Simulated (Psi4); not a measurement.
# A workflow on InNH3 (SMILES [NH2][InH])

Wanted: a series of 8 runs (U-r2SCAN-D4/def2-SVP) of H3InN. 

Program for the calculation: Psi4 1.11.

### Step 1. The system as given

The species is InNH3 (5 atoms), meant as a doublet with charge 0. SMILES: `[NH2][InH]`. The shape is that of a PBE0-D4/def2-TZVP optimisation. This is one conformer, not always the lowest.

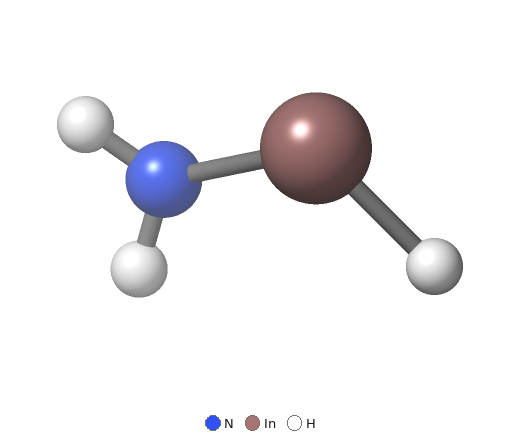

Viewed from a chosen angle; nitrogen blue, indium brown, hydrogen white.

### Step 2. The energy at U-r2SCAN-D4/def2-SVP (density fitting, core potential) (run 1)

The input, input.in:

```
memory 1600 MB

molecule m {
  0 2
  N     -0.299400    -0.736500     0.264700
  In     0.846600     0.946400     0.296000
  H     -0.846800    -0.960800    -0.554700
  H      0.017600    -1.585600     0.707600
  H      0.331900     2.262600    -0.755100
  units angstrom
  symmetry c1
}

set {
  basis def2-SVP
  reference uks
}

energy_value = energy("r2scan-d4")
```

Run with:

```console
psi4 input.in input.out -n 1
```

input.out:

```text
[...]
    !!!  WARNING: ECP capability is in beta. Please check occupations closely.  !!!
[...]
  Running in c1 symmetry.
[...]
  Nuclear repulsion =   61.852746045763581
[...]
  Multiplicity = 2
[...]
  Nalpha       = 16
  Nbeta        = 15
[...]
    Number of basis functions: 55
[...]
   @DF-UKS iter   1:  -246.26986938978760   -7.30851e-01   1.59257e-02 ADIIS/DIIS
[...]
   @DF-UKS iter  10:  -246.63968218308804   -4.61411e-08   9.03116e-07 DIIS
[...]
   @S^2 Observed:                7.558571571E-01
[...]
    Orbital Energies [Eh]
    ---------------------
    Alpha Occupied:
       1A    -14.143546     2A     -4.602406     3A     -3.009239
       4A     -3.003532     5A     -2.999627     6A     -0.777917
       7A     -0.703577     8A     -0.700235     9A     -0.697234
      10A     -0.696619    11A     -0.687236    12A     -0.426624
      13A     -0.390397    14A     -0.293499    15A     -0.215811
      16A     -0.177760
    Alpha Virtual:
      17A     -0.063301    18A      0.013596    19A      0.057418
      20A      0.119206    21A      0.141043    22A      0.164571
      23A      0.194600    24A      0.198510    25A      0.254771
[...]
  @DF-UKS Final Energy:  -246.63968218308804
   => Energetics <=
    Nuclear Repulsion Energy =             61.8527460457635812
    One-Electron Energy =                -534.4381130328281415
    Two-Electron Energy =                 250.7167635966004582
    DFT Exchange-Correlation Energy =     -24.7705738664869237
    Empirical Dispersion Energy =          -0.0005049261370041
    VV10 Nonlocal Energy =                  0.0000000000000000
    Total Energy =                       -246.6396821830880413
[...]
 Multipole Moments:
 ------------------------------------------------------------------------------------
     Multipole            Electronic (a.u.)      Nuclear  (a.u.)        Total (a.u.)
 ------------------------------------------------------------------------------------
 L = 1.  Multiply by 2.5417464519 to convert [e a0] to [Debye]
 Dipole X            :         12.5246900          -12.4139086            0.1107814
 Dipole Y            :         15.8964552          -16.3015989           -0.4051437
 Dipole Z            :          2.2575105           -2.3686144           -0.1111040
 Magnitude           :                                                    0.4344629
[...]
```

It took 7.2 s on 1 thread of AMD EPYC 9R45 (Zen 5), shared host; peak memory 0.6 GiB.

### Step 3. The distorted shape: a single-point energy at U-r2SCAN-D4/def2-SVP (density fitting, core potential) (run 2)

The input, job.py:

```python
import psi4

psi4.set_memory(1600000000)
psi4.set_num_threads(1)
psi4.set_output_file('h3inn.out', False)

molecule = psi4.geometry("""
0 2
N
In 1 2.036283
H 1 1.01063 2 120.04751
H 1 1.008772 3 109.83843 2 -146.88263
H 2 1.4971 1 116.35755 4 169.00212
symmetry c1
""")

options = {'reference': 'uks'}
psi4.set_options(options)

psi4.set_options({'reference': 'uhf', 'stability_analysis': 'follow', 'max_attempts': 5})
psi4.energy('scf/def2-SVP')
psi4.set_options({'reference': 'uks', 'stability_analysis': 'none', 'guess': 'read', 'guess_mix': False})

result = psi4.energy('r2scan-d4/def2-SVP')
print(f'r2scan-d4/def2-SVP energy: {result:.10f} Eh')
```

Run with:

```console
python job.py
```

h3inn.out:

```text
[...]
    !!!  WARNING: ECP capability is in beta. Please check occupations closely.  !!!
[...]
  Running in c1 symmetry.
[...]
  Nuclear repulsion =   63.062830705539525
[...]
  Multiplicity = 2
[...]
  Nalpha       = 16
  Nbeta        = 15
[...]
    Number of basis functions: 55
[...]
   @DF-UHF iter   1:  -245.14996620451592   -1.36541e+00   1.00368e-02 DIIS/ADIIS
[...]
    !!!  WARNING: ECP capability is in beta. Please check occupations closely.  !!!
[...]
    !!!  WARNING: ECP capability is in beta. Please check occupations closely.  !!!
[...]
   @DF-UKS iter   8:  -246.62050185805683   -7.32732e-09   3.50988e-07 DIIS
[...]
   @S^2 Observed:                7.537907773E-01
[...]
    Orbital Energies [Eh]
    ---------------------
    Alpha Occupied:
       1A    -14.140373     2A     -4.605813     3A     -3.012162
       4A     -3.007388     5A     -3.003170     6A     -0.775000
       7A     -0.719416     8A     -0.703558     9A     -0.700392
      10A     -0.699826    11A     -0.689795    12A     -0.424378
      13A     -0.402188    14A     -0.298222    15A     -0.212332
      16A     -0.170479
    Alpha Virtual:
      17A     -0.063778    18A      0.014644    19A      0.085853
      20A      0.119098    21A      0.151017    22A      0.160403
      23A      0.192912    24A      0.201983    25A      0.252772
[...]
  @DF-UKS Final Energy:  -246.62050185805683
   => Energetics <=
    Nuclear Repulsion Energy =             63.0628307055395254
    One-Electron Energy =                -536.7043485608302262
    Two-Electron Energy =                 251.8311838016017532
    DFT Exchange-Correlation Energy =     -24.8096516972136669
    Empirical Dispersion Energy =          -0.0005161071541990
    VV10 Nonlocal Energy =                  0.0000000000000000
    Total Energy =                       -246.6205018580568264
[...]
 Multipole Moments:
 ------------------------------------------------------------------------------------
     Multipole            Electronic (a.u.)      Nuclear  (a.u.)        Total (a.u.)
 ------------------------------------------------------------------------------------
 L = 1.  Multiply by 2.5417464519 to convert [e a0] to [Debye]
 Dipole X            :          0.3470192           -0.0928593            0.2541599
 Dipole Y            :         -1.8400040            2.0028964            0.1628924
 Dipole Z            :         20.4937329          -20.6645583           -0.1708255
 Magnitude           :                                                    0.3468610
[...]
```

On the terminal:

```text
r2scan-d4/def2-SVP energy: -246.6205018581 Eh
```

It took 6.9 s on 1 thread of AMD EPYC 9R45 (Zen 5), shared host; peak memory 0.62 GiB.

Runs 3 to 7 aren't shown in full; the table further down has their settings and results.

### Step 4. The distorted shape: a single-point energy at U-r2SCAN-D4/def2-SVP (density fitting, core potential) (run 8)

The input, input.inp:

```
memory 1600 mb

molecule m {
  0 2
  N
  In 1 2.036283
  H 1 1.01063 2 120.04751
  H 1 1.008772 3 109.83843 2 -146.88263
  H 2 5.283801 1 116.35753 4 169.00213
  symmetry c1
}

set basis def2-SVP
set reference uks

set reference uhf
set stability_analysis follow
set max_attempts 5
energy('scf')
set reference uks
set stability_analysis none
set guess read
set guess_mix false

energy('r2scan-d4')
print_variables()
```

Run with:

```console
psi4 -i input.inp -o input.out -n 1
```

input.out:

```text
[...]
    !!!  WARNING: ECP capability is in beta. Please check occupations closely.  !!!
[...]
  Running in c1 symmetry.
[...]
  Nuclear repulsion =   56.947037851350508
[...]
  Multiplicity = 2
[...]
  Nalpha       = 16
  Nbeta        = 15
[...]
    Number of basis functions: 55
[...]
   @DF-UHF iter   1:  -245.12007074934624   -1.55194e+00   1.01856e-02 DIIS/ADIIS
[...]
    !!!  WARNING: ECP capability is in beta. Please check occupations closely.  !!!
[...]
    !!!  WARNING: ECP capability is in beta. Please check occupations closely.  !!!
[...]
   @DF-UKS iter   7:  -246.58924525133497   -6.41393e-09   1.63827e-07 DIIS
[...]
   @S^2 Observed:                7.500164059E-01
[...]
    Orbital Energies [Eh]
    ---------------------
    Alpha Occupied:
       1A    -14.122648     2A     -4.583459     3A     -2.990451
       4A     -2.987219     5A     -2.978034     6A     -0.762713
       7A     -0.683533     8A     -0.683379     9A     -0.677156
      10A     -0.673569    11A     -0.666410    12A     -0.415134
      13A     -0.355882    14A     -0.292505    15A     -0.215440
      16A     -0.188671
    Alpha Virtual:
      17A     -0.063904    18A     -0.045797    19A      0.031683
      20A      0.132936    21A      0.151567    22A      0.186344
      23A      0.212988    24A      0.226797    25A      0.276969
[...]
  @DF-UKS Final Energy:  -246.58924525133497
   => Energetics <=
    Nuclear Repulsion Energy =             56.9470378513505082
    One-Electron Energy =                -525.0932939153983625
    Two-Electron Energy =                 246.2981036543716016
    DFT Exchange-Correlation Energy =     -24.7406054604506558
    Empirical Dispersion Energy =          -0.0004873812080424
    VV10 Nonlocal Energy =                  0.0000000000000000
    Total Energy =                       -246.5892452513349724
[...]
 Multipole Moments:
 ------------------------------------------------------------------------------------
     Multipole            Electronic (a.u.)      Nuclear  (a.u.)        Total (a.u.)
 ------------------------------------------------------------------------------------
 L = 1.  Multiply by 2.5417464519 to convert [e a0] to [Debye]
 Dipole X            :          2.5216332           -2.2189439            0.3026893
 Dipole Y            :         -6.3093723            6.4104065            0.1010342
 Dipole Z            :         17.9414824          -18.2399221           -0.2984397
 Magnitude           :                                                    0.4369153
[...]
```

Wall time 6 s (1 thread of AMD EPYC 9R45 (Zen 5), shared host); peak memory 0.57 GiB.

### Step 5. All runs side by side

| run | start | partner | energy (Eh) | dipole moment (D) | HOMO energy (eV) | LUMO energy (eV) | wall time |
| --- | --- | --- | --- | --- | --- | --- | --- |
| 1 | – | base | -246.639682 | 1.10 | -4.84 | -3.06 | 7.2 s |
| 2 | stable UHF solution | In2–H5 1.50 Å | -246.620502 | 0.88 | -4.64 | -2.79 | 6.9 s |
| 3 | stable UHF solution | In2–H5 2.03 Å | -246.632387 | 1.53 | -5.05 | -3.30 | 6.9 s |
| 4 | stable UHF solution | In2–H5 2.29 Å | -246.619064 | 1.83 | -5.25 | -3.41 | 7.2 s |
| 5 | stable UHF solution | In2–H5 2.64 Å | -246.604949 | 1.81 | -5.34 | -3.36 | 6.9 s |
| 6 | stable UHF solution | In2–H5 3.17 Å | -246.594468 | 1.55 | -5.29 | -3.29 | 6.9 s |
| 7 | stable UHF solution | In2–H5 3.87 Å | -246.590287 | 1.20 | -5.17 | -2.74 | 6.6 s |
| 8 | stable UHF solution | In2–H5 5.28 Å | -246.589245 | 1.11 | -5.13 | -1.81 | 6 s |

### Step 6. Results

```
                                                          quantity          value
                              distorted shape, run 8: total energy  -246.58925 Eh
                             distorted shape, run 8: dipole moment         1.11 D
        distorted shape, run 8: HOMO energy (highest over α and β)       -5.13 eV
         distorted shape, run 8: LUMO energy (lowest over α and β)       -1.81 eV
                         distorted shape, run 8: dispersion energy   -1.28 kJ/mol
                                      distorted shape, run 8: ⟨S²⟩          0.750
energy change with the In2–H5 bond stretched from 1.761 to 2.025 Å       0.199 eV
energy change with the In2–H5 bond stretched from 1.761 to 3.170 Å       1.230 eV
energy change with the In2–H5 bond stretched from 1.761 to 5.284 Å       1.372 eV
energy change with the In2–H5 bond stretched from 1.761 to 2.290 Å       0.561 eV
energy change with the In2–H5 bond stretched from 1.761 to 3.875 Å       1.344 eV
energy change with the In2–H5 bond stretched from 1.761 to 2.642 Å       0.945 eV
energy change with the In2–H5 bond shortened from 1.761 to 1.497 Å       0.522 eV
```

**Reading.** With the In2–H5 bond stretched from 1.761 to 2.025 Å the energy rises by 0.20 eV (19.2 kJ/mol). The first shape isn't relaxed at this level, so the change isn't measured from a minimum. With the In2–H5 bond stretched from 1.761 to 3.170 Å the energy rises by 1.23 eV (28 kcal/mol). With the In2–H5 bond stretched from 1.761 to 5.284 Å the energy rises by 1.37 eV (132 kJ/mol). With the In2–H5 bond stretched from 1.761 to 2.290 Å the energy rises by 0.56 eV (54.1 kJ/mol). With the In2–H5 bond stretched from 1.761 to 3.875 Å the energy rises by 1.34 eV (130 kJ/mol). With the In2–H5 bond stretched from 1.761 to 2.642 Å the energy rises by 0.95 eV (21.8 kcal/mol). The lowest energy is that of run 1; the highest lies 1.372 eV above it. All runs together took 55 s, the longest 7.2 s.
